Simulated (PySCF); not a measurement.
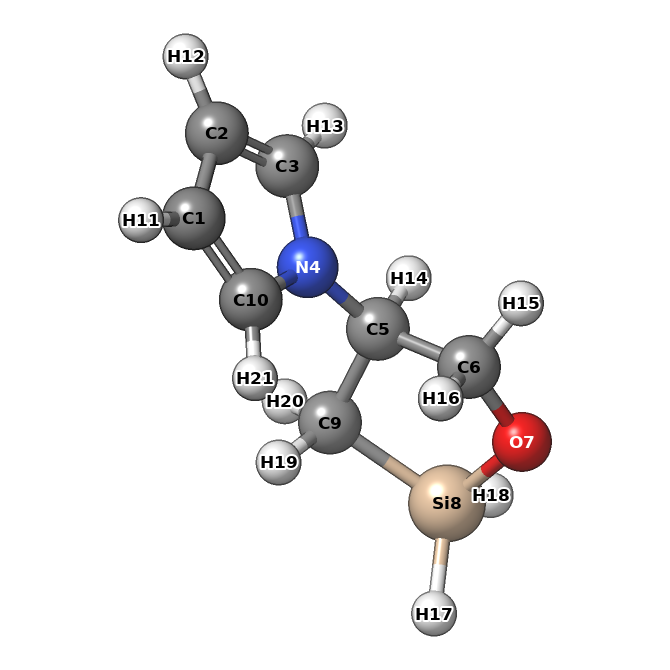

The geometry was computed by an optimisation with PBE0-D3(BJ)/def2-SVP. No frequency run is at hand to confirm it as a minimum. Electric field gradients from the ground-state density, PBE0/pcSseg-1 in chloroform (IEF-PCM) (PySCF 2.14.0), non-relativistic apart from any core potentials.

Give the largest field-gradient component, the quadrupole coupling constant and the asymmetry for 14N at N4 (Q = 20.44 mb), 17O at O7 (Q = −25.6 mb).

| atom | V_zz (a.u.) | e²qQ/h (MHz) | η |
| --- | --- | --- | --- |
| N4 | −0.611 | −2.93 | 0.20 |
| O7 | 1.704 | −10.25 | 0.49 |
